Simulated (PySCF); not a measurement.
SrBr (doublet)

```yaml
atoms:
  - { symbol: Sr, position_ang: [0.0000, 0.0000, -1.2915] }
  - { symbol: Br, position_ang: [0.0000, 0.0000, 1.4385] }
```

Theory: PBE0/x2c-TZVPall, spin-free X2C-1e, Gaussian nucleus, at a bond length of 2.730 Å in PySCF.

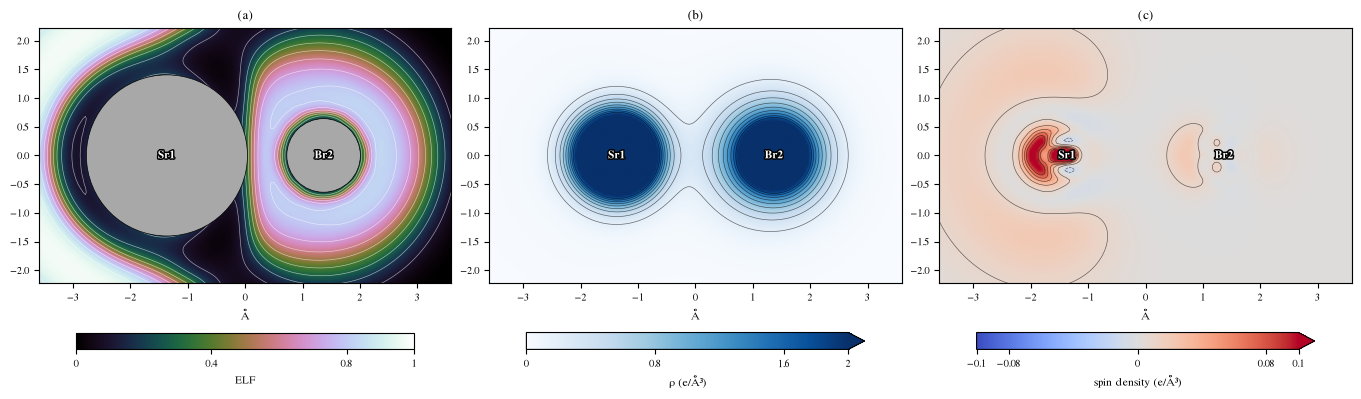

Figure 1. (a) ELF; (b) electron density; (c) spin density (α minus β) on a plane that holds the molecular axis. Grey discs cover the atomic cores in the ELF map.

Question: Read the bonding off the picture.

Answer: The plane passes through Sr and Br nuclei.
Sr–Br (2.73 Å): the density is about 0.32 e/Å³ at the midpoint; the ELF peaks at about 0.80 in the valence shell of Br, 1.0 Å from its nucleus, and is about 0.30 at the midpoint: a closed-shell, largely ionic contact.
The unpaired spin (1 electron) lies mostly on Sr1 (about 1.0), in electrons by Hirshfeld's partition.

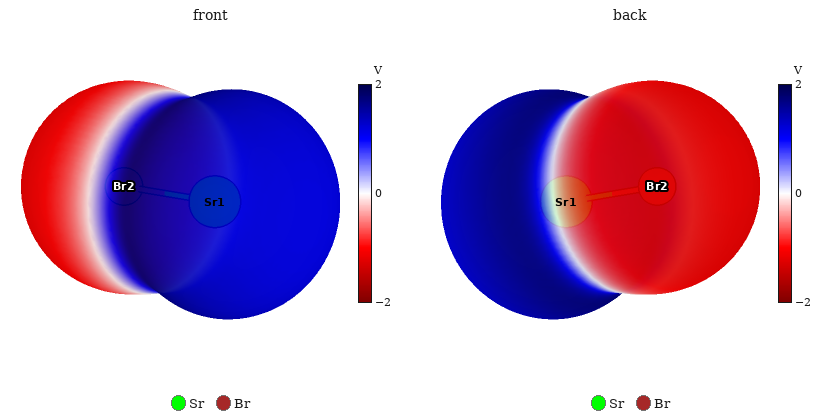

Figure 2. The electrostatic potential painted on the density surface at 0.001 e/bohr³, seen from the front and from behind; the colour scale runs from red (negative) to blue (positive).

Question: Which sites attract a positive test charge, and which a negative one?

Answer: A positive charge is drawn to the negative regions and a negative charge to the positive ones. The most negative region (about −1.2 V) lies over Br2, the most positive (about +1.7 V) over Sr1.
